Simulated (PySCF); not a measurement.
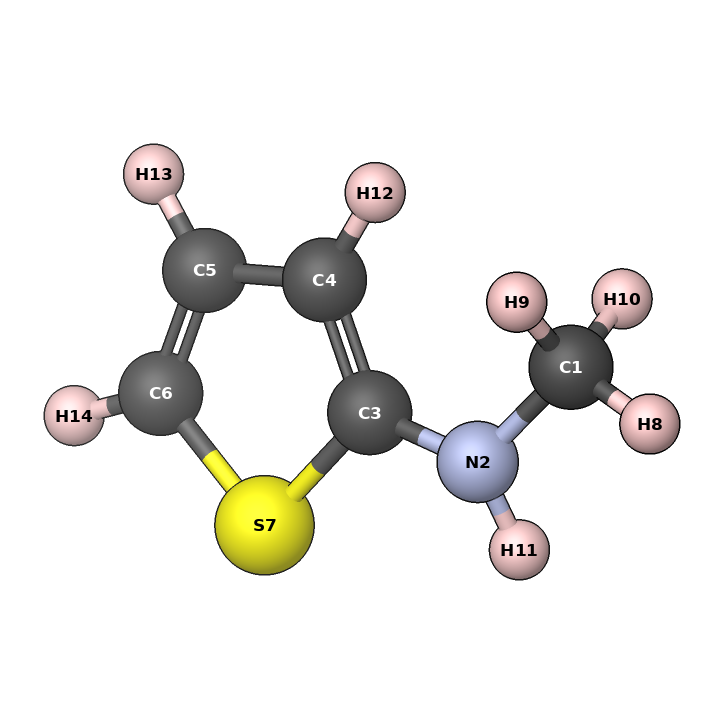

Computed geometry: PBE0-D3(BJ)/def2-SVP optimisation. No frequency run is at hand to confirm it as a minimum. Level of theory: delta-SCF UKS SCAN, pcX-2 on the ionised atom, pcseg-1 elsewhere, spin-free X2C (PySCF 2.14.0).

Give the core-electron binding energies (to vacuum; p and d levels without spin–orbit splitting) of C1 1s, N2 1s, C3 1s, C4 1s, C5 1s, C6 1s, S7 1s, S7 2p.

```json
{"atom": "C1", "level": "1s", "binding energy (eV)": "291.9"}
{"atom": "N2", "level": "1s", "binding energy (eV)": "405.5"}
{"atom": "C3", "level": "1s", "binding energy (eV)": "291.5"}
{"atom": "C4", "level": "1s", "binding energy (eV)": "289.6"}
{"atom": "C5", "level": "1s", "binding energy (eV)": "290.0"}
{"atom": "C6", "level": "1s", "binding energy (eV)": "290.0"}
{"atom": "S7", "level": "1s", "binding energy (eV)": "2477.5"}
{"atom": "S7", "level": "2p", "binding energy (eV)": "169.9"}
```
